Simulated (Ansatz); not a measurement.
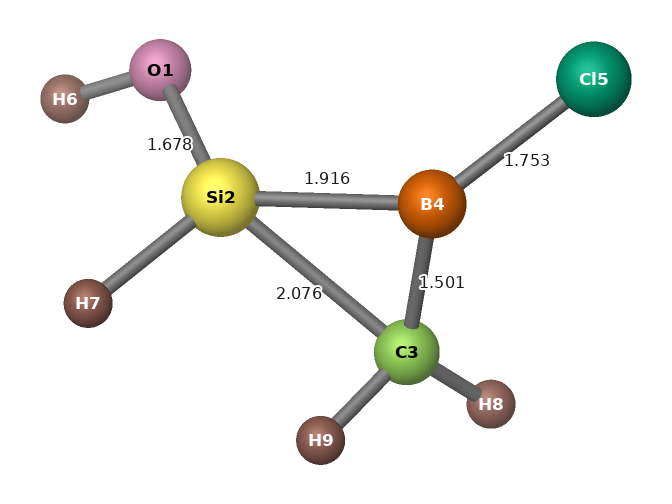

Bond lengths are marked in Å; every bond is drawn as one stick. Computed geometry: PBE-D4/def2-SVP optimisation. No frequency run is at hand to confirm it as a minimum.

**Assign a bond order to each marked bond.**

O1–Si2 single; Si2–C3 single; Si2–B4 single; C3–B4 single; B4–Cl5 single.

**Give the structure as SMILES.**

O[Si@H]1CB1Cl
